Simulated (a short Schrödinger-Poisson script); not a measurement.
Structure: gated In0.52Al0.48As/In0.53Ga0.47As modulation-doped gas in a quantum well, at 20 K.

```tsv
layer	material	thickness (nm)	Nd (cm⁻³)	Na (cm⁻³)
1	In0.52Al0.48As	30	-	-
2	In0.52Al0.48As	10	2.2e18	-
3	In0.52Al0.48As	3	-	-
4	In0.53Ga0.47As	15	-	-
5	In0.52Al0.48As	4000	-	2e14
```

Constants are typed, rounded textbook-type inputs, not results; the design itself was drawn at random and stands for no fabricated device. In0.52Al0.48As: permittivity 12.5, conduction-band edge (eV) 0.52, gap (eV) 1.45, electron mass (mₑ) 0.075, Nv at 300 K (cm⁻³) 1.1e19. In0.53Ga0.47As: permittivity 13.9, conduction-band edge (eV) 0, gap (eV) 0.74, Nv at 300 K (cm⁻³) 7.7e18.

Channel valleys (confinement mass, in-plane density-of-states mass, number): Γ 0.041, 0.041, 1. At the gate the conduction-band edge of layer 1 lies 0.65 eV − eVg above the Fermi level of the channel; the field vanishes at the back. Donor level 0.05 eV below the band edge. The barrier under the gate holds no holes. Gaps are held at their typed values at every temperature. Mesh 0.08 nm at interfaces.

From a short Schrödinger-Poisson script (our own, NumPy): 1D Poisson equation in equilibrium, electrons quantum, Hartree (BenDaniel-Duke, 40 states a valley, the channel's in-plane mass for all, wave functions free to enter the barrier), parabolic valleys, classical holes, donors ionised by Fermi statistics, acceptors fully, no traps, pinning or gate leakage.

Only gate voltages with over 1e8 electrons/cm² are shown.

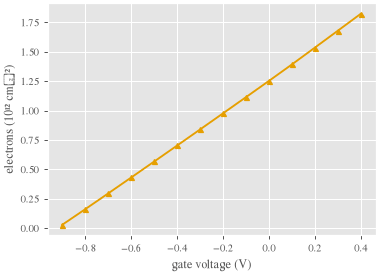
Fig. 1. Sheet density against gate voltage

```
Vg (V)  electrons (cm⁻²)  in the channel layer  C (μF/cm²)  Γ E0 (meV)  Γ E1 (meV)
------  ----------------  --------------------  ----------  ----------  ----------
0.4              1.82e12               1.78e12       0.231       -95.0       -11.5
0.3              1.68e12               1.64e12       0.231       -90.2        -7.9
0.2              1.54e12               1.51e12       0.230       -85.3        -4.3
0.1              1.39e12               1.37e12       0.228       -80.1        -0.1
0                1.25e12               1.23e12       0.222       -73.2         6.4
-0.1             1.12e12               1.10e12       0.221       -65.1        14.0
-0.2             9.78e11               9.63e11       0.221       -57.1        21.8
-0.3             8.40e11               8.29e11       0.220       -49.1        29.6
-0.4             7.04e11               6.95e11       0.219       -41.1        37.5
-0.5             5.67e11               5.61e11       0.218       -33.1        45.4
-0.6             4.32e11               4.27e11       0.217       -25.2        53.4
-0.7             2.97e11               2.94e11       0.216       -17.3        61.6
-0.8             1.62e11               1.61e11       0.215        -9.5        69.9
-0.9             2.97e10               2.95e10       0.205        -1.0        79.0
```

Subbands count from the Fermi level.
